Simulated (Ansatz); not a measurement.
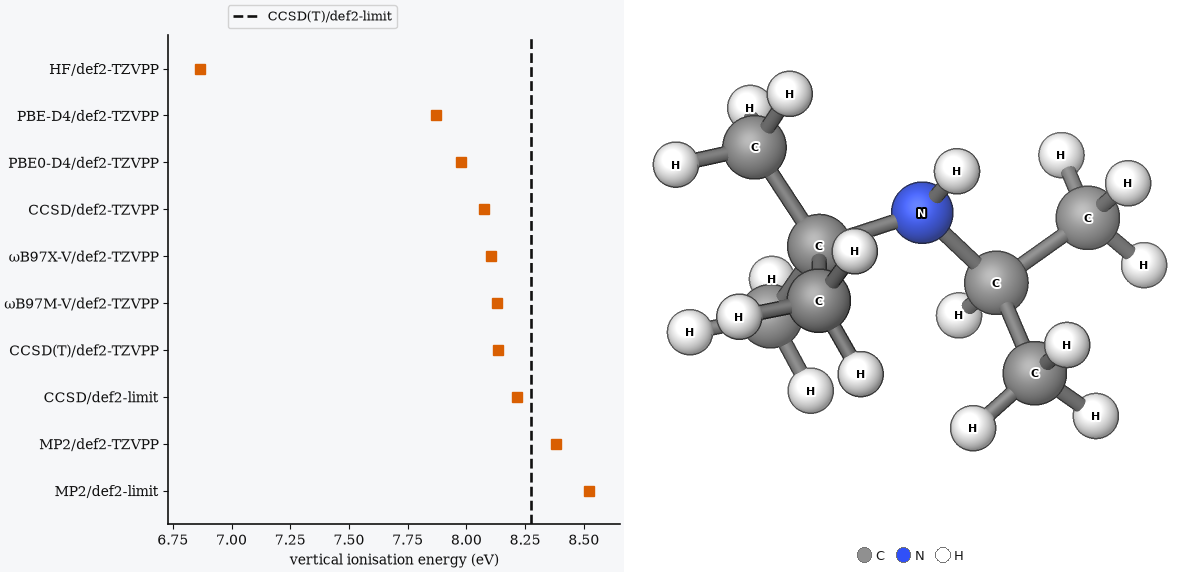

Vertical ionisation energy of C₇H₁₇N, SMILES CC(C)NC(C)(C)C, taken as the energy of the cation less that of the neutral at fixed geometry (unrestricted doublet cation, cores frozen in correlated methods, no spin-orbit coupling), the Ansatz code, at a PBE0-D4/def2-TZVP geometry (no frequency check). Limit means an estimate of the basis limit from triple and quadruple zeta; for coupled cluster it is either extrapolated directly or built as the MP2 limit plus the step from MP2 in triple zeta. The distance of CCSD/def2-TZVPP, CCSD(T)/def2-TZVPP and MP2/def2-TZVPP to the limit includes basis error.

### What range do the values span, the line included?

From 6.86 eV (HF/def2-TZVPP) to 8.52 eV (MP2/def2-limit).

### Which level comes closest to the line (CCSD(T)/def2-limit), and which misses most?

Closest CCSD/def2-limit (8.22 eV), against 8.28 eV; farthest HF/def2-TZVPP (6.86 eV).

Limits of at least one run: one conformer of a flexible molecule.
